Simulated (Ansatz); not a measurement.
A series of calculations on C$_{2}$H$_{2}$Cl

Part 1: Relaxation

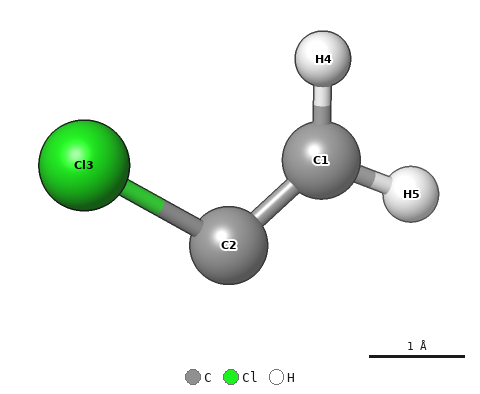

This is the input geometry for a relaxation of C₂H₂Cl (charge −1). Style: ball-and-stick. Shown at a tilt.

The run prepares an end point of a later path (torsion) calculation, from a guessed geometry.

These are results of Ansatz 0.2.0, RKS PBE0-D4/def2-SVP, not measurements.

Input
```yaml
crystal:
  periodic: [false, false, false]
  atoms:
    - { symbol: C, position_ang: [0.49167, -0.14347, 0.14001] }
    - { symbol: C, position_ang: [-0.77872, -0.51939, 0.26567] }
    - { symbol: Cl, position_ang: [-1.87518, 0.72334, -0.65003] }
    - { symbol: H, position_ang: [0.92769, 0.71926, -0.38241] }
    - { symbol: H, position_ang: [1.23453, -0.77974, 0.62677] }
total_charge: -1
basis:
  gaussian: { orbitals: def2-SVP }
hamiltonian:
  xc: pbe0
  dispersion: d4
relax:
  f_tol: 0.015
  max_steps: 40
```

Command:
```bash
ansatz run input.yaml --threads 1 --pin off --max-ram 2048MiB --backend cpu --events-out ev --progress --plain --runs-dir out
```

**What does the optimiser find from here?**

The energy falls by 0.026 eV in 5 geometry steps. Largest force component: 1 eV/Å at the start, 0.0054 eV/Å at the end. The atom that moves furthest after the best rigid fit is H4 (0.045 Å). By element the largest moves are H 0.045 Å, Cl 0.035 Å, C 0.027 Å. Some distances before and after: C2–Cl3 1.893 → 1.928 Å, C1–C2 1.331 → 1.351 Å, C1–H5 1.093 → 1.103 Å, C1–H4 1.099 → 1.105 Å. Bond angles that change, for instance: C2–C1–H4 130.2° → 127.6°, H4–C1–H5 113.5° → 115.8°. Cost: 8.2 s on 1 thread of Arm Neoverse V1, on a shared host, peak memory 0.11 GiB.

Final geometry:

```xyz
5

C     0.5005   -0.1527    0.1466
C    -0.7866   -0.5415    0.2797
Cl   -1.8595    0.7505   -0.6665
H     0.8851    0.7307   -0.3936
H     1.2604   -0.7869    0.6338
```

Limits of the set-up: the basis has no diffuse functions, which an anion needs.

Part 2: Relaxation

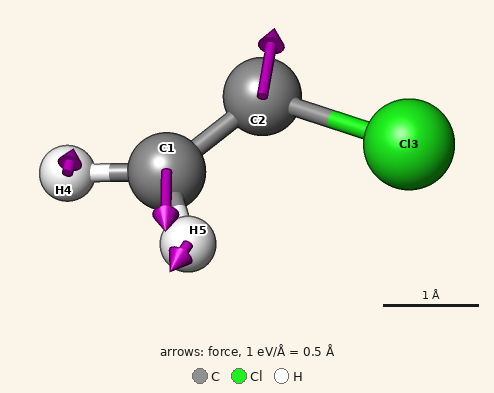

Starting geometry of C2H2Cl (charge −1) with the computed forces as purple arrows. A ball-and-stick model, seen from a free direction.

The run prepares an end point of a later path (torsion) calculation, from a guessed geometry.

The calculation used RKS PBE0-D4/def2-SVP in Ansatz 0.2.0. Set-up: no spin polarisation; force threshold 0.015 eV/Å; at most 40 steps.

Is this structure relaxed? If not, where do the atoms go?

Answer. It isn't relaxed: the largest force vector, on C2, is 1.89 eV/Å. The final displacements follow the starting forces only in part (cosine between the two patterns 0.54). Over 5 accepted moves (8 points after the start) the energy falls by 3.87 kcal/mol. Largest force component: 1.7 eV/Å at the start, 0.00077 eV/Å at the end. The line search rejected the trial steps at points 3, 4, 7 of the run. The largest move after the best rigid fit is that of H5, 0.15 Å. Largest moves by element: H 0.15 Å, Cl 0.09 Å, C 0.08 Å. Among the contacts that change: C2–Cl3 1.893 → 1.927 Å, C1–C2 1.331 → 1.351 Å, C1–H5 1.093 → 1.104 Å, C1–H4 1.099 → 1.103 Å. Bond angles that change, for instance: C2–C1–H4 130.2° → 116.6°, C2–C1–H5 116.3° → 127.5°, H4–C1–H5 113.5° → 115.8°.

Limits of the set-up: the basis has no diffuse functions, which an anion needs.

Part 3: Path

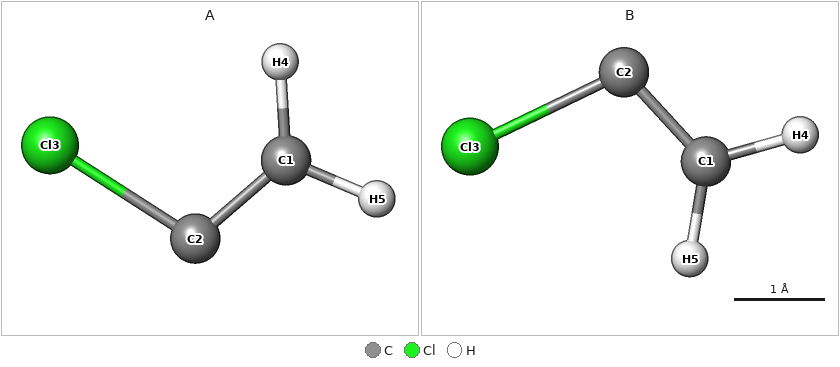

The two relaxed end points of a path for C2H2Cl (charge −1). A ball-and-stick model, seen face on.

Computed with Ansatz 0.2.0, RKS PBE0-D4/def2-SVP.

Input file:
```yaml
crystal:
  periodic: [false, false, false]
  atoms:
    - { symbol: C, position_ang: [0.500564, -0.152698, 0.146523] }
    - { symbol: C, position_ang: [-0.786573, -0.541666, 0.279671] }
    - { symbol: Cl, position_ang: [-1.85957, 0.750509, -0.666248] }
    - { symbol: H, position_ang: [0.885052, 0.730817, -0.393548] }
    - { symbol: H, position_ang: [1.260518, -0.786962, 0.633611] }
total_charge: -1
basis:
  gaussian: { orbitals: def2-SVP }
hamiltonian:
  xc: pbe0
  dispersion: d4
neb:
  order_check: false
  images: 9
  f_tol: 0.03
  max_iterations: 60
  initial_path: idpp
  final_atoms:
    - { symbol: C, position_ang: [0.54161547, 0.03490662, 0.02843158] }
    - { symbol: C, position_ang: [-0.51643468, 0.68917559, -0.49910367] }
    - { symbol: Cl, position_ang: [-2.09051328, -0.30440904, 0.00111499] }
    - { symbol: H, position_ang: [1.53713647, 0.47052356, -0.16198357] }
    - { symbol: H, position_ang: [0.52818703, -0.89019674, 0.63154967] }
```

Command:
```bash
ansatz run input.yaml --threads 1 --pin off --max-ram 2048MiB --backend cpu --events-out ev --progress --plain --runs-dir out
```

**What barrier does the band find between them, and by what path?**

The barrier is about 2.45 eV in both directions, with image 5 at the top; the ends have the same energy. The motion is an in-plane inversion: the angle C1–C2–Cl3 opens from 107° to 180° on the way and closes on the other side (107° at the end). No bond forms or breaks between the ends. Bond angles that change up to the highest image, for instance: C1–C2–Cl3 106.8° → 179.9°, C2–C1–H5 116.6° → 126.7°. The band is converged. At the top, the vibrational analysis gives one imaginary mode (630i cm⁻¹), as a transition state must have.

Energies of the converged images:

```csv
image,path (Å),E (eV)
0,0.00,0.000
1,0.27,0.097
2,0.54,0.375
3,0.81,0.936
4,1.08,1.909
5,1.35,2.450
6,1.62,1.908
7,1.89,0.935
8,2.16,0.373
9,2.44,0.096
10,2.71,0.000
```

The geometry at the top of the path:

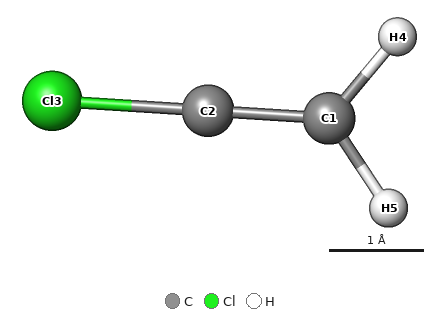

Limits of the set-up: the basis has no diffuse functions, which an anion needs.
